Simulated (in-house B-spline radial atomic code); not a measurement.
**I⁺ in a hard spherical wall**

Aim: energy and levels of I⁺ squeezed by an impenetrable sphere of shrinking radius. More than one configuration is followed.

Method: non-relativistic PBE, spin-polarised, spherical fractional occupations, point nucleus, basis-set limit. Code: in-house B-spline radial atomic code version 1.

## Step 1: What is computed

* element: iodine (Z = 53)
* charge: +1
* electrons: 52
* configuration: [Kr] 4d10 5s2 5p4
* Hamiltonian: non-relativistic
* nucleus: point

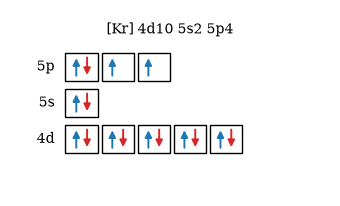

Occupation of the outer shells (arrows by Hund's rule).

Where spins are not typed, each open shell is filled with up spins first.

Input settings:

```ini
Z = 53
electrons = 52.0
configuration = [Kr] 4d10 5s2 5p4
hamiltonian = nr
method = pbe,pbe
spin_polarised = True
```

This reference run was done before. Its total energy is -6919.645897 hartree, and its levels are (the highest eight at most):

| orbital | occupation | energy (eV) | <r> (bohr) |
| --- | --- | --- | --- |
| 4p up | 3 | -134.15 | 0.8048 |
| 4p down | 3 | -134.00 | 0.8044 |
| 4d up | 5 | -62.179 | 0.9150 |
| 4d down | 5 | -61.957 | 0.9121 |
| 5s up | 1 | -25.330 | 2.000 |
| 5s down | 1 | -23.888 | 1.997 |
| 5p up | 3 | -15.969 | 2.332 |
| 5p down | 1 | -14.508 | 2.358 |

## Step 2: Wall at 5.39 bohr, configuration [Kr] 4d10 5s2 5p4

Input settings:

```ini
Z = 53
electrons = 52.0
configuration = [Kr] 4d10 5s2 5p4
hamiltonian = nr
method = pbe,pbe
spin_polarised = True
wall_radius = 5.39
```

## Step 3: Wall at 2.73 bohr, configuration [Kr] 4d10 5s2 5p4

The settings differ from step 2 so:

```diff
@@ -6,2 +6,2 @@
 spin_polarised = True
-wall_radius = 5.39
+wall_radius = 2.73
```

## Step 4: Wall at 5.39 bohr, configuration [Kr] 4d10 4f1 5s2 5p3

Input settings:

```ini
Z = 53
electrons = 52.0
configuration = [Kr] 4d10 4f1 5s2 5p3
hamiltonian = nr
method = pbe,pbe
spin_polarised = True
wall_radius = 5.39
```

## Step 5: Wall at 2.73 bohr, configuration [Kr] 4d10 4f1 5s2 5p3

The settings differ from step 4 so:

```diff
@@ -6,2 +6,2 @@
 spin_polarised = True
-wall_radius = 5.39
+wall_radius = 2.73
```

## Step 6: Wall at 5.39 bohr, configuration [Ar] 3d10 4s2 4p5 4d10 5s2 5p4 5f1

Input settings:

```ini
Z = 53
electrons = 52.0
configuration = [Ar] 3d10 4s2 4p5 4d10 5s2 5p4 5f1
hamiltonian = nr
method = pbe,pbe
spin_polarised = True
wall_radius = 5.39
```

## Step 7: Wall at 2.73 bohr, configuration [Ar] 3d10 4s2 4p5 4d10 5s2 5p4 5f1

The settings differ from step 6 so:

```diff
@@ -6,2 +6,2 @@
 spin_polarised = True
-wall_radius = 5.39
+wall_radius = 2.73
```

Before running: What do the energy and the highest level do as the wall closes in, and which configuration is lower at each radius?

**Answer**, as computed:

| configuration | radius (bohr) | energy above the free system (eV) | pressure (GPa) | highest level (eV) |
| --- | --- | --- | --- | --- |
| [Kr] 4d10 5s2 5p4 | 5.39 | 0.725 | 3.84 | -13.848 (5p down) |
| [Kr] 4d10 5s2 5p4 | 2.73 | 88.839 | 2003 | 12.601 (5p down) |
| [Kr] 4d10 4f1 5s2 5p3 | 5.39 | 18.736 | 7.66 | 3.877 (4f up) |
| [Kr] 4d10 4f1 5s2 5p3 | 2.73 | 105.72 | 1856 | 31.088 (4f up) |
| [Ar] 3d10 4s2 4p5 4d10 5s2 5p4 5f1 | 5.39 | 152.42 | 19.2 | 12.572 (5f up) |
| [Ar] 3d10 4s2 4p5 4d10 5s2 5p4 5f1 | 2.73 | 284.11 | 2559 | 77.269 (5f up) |

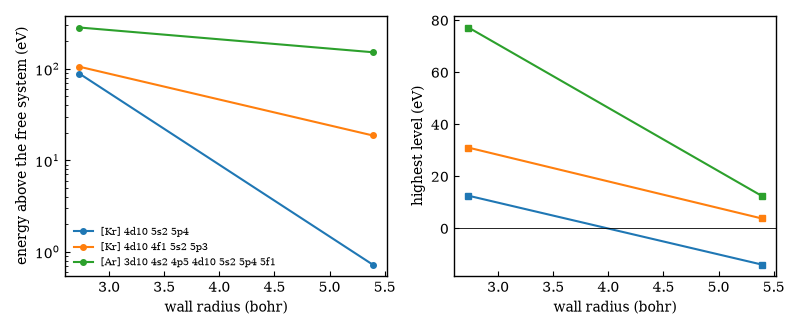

Energy above the free reference (left, logarithmic; it includes the excitation energy of the other configurations) and the highest occupied level (right).

What this shows: For [Kr] 4d10 5s2 5p4 the energy above the free reference is 0.725 eV at 5.39 bohr and 88.839 eV at 2.73 bohr, where the electrons press on it with 2003 GPa. Its highest level passes zero between 5.39 and 2.73 bohr; in smaller spheres the level is positive, pushed up by confinement, and the wall keeps the electron in. Of [Kr] 4d10 5s2 5p4 and [Kr] 4d10 4f1 5s2 5p3, the first stays lower at every radius that both share. At 2.73 bohr the lowest of all 3 is [Kr] 4d10 5s2 5p4. A hard wall is a crude model of an atom's surroundings.
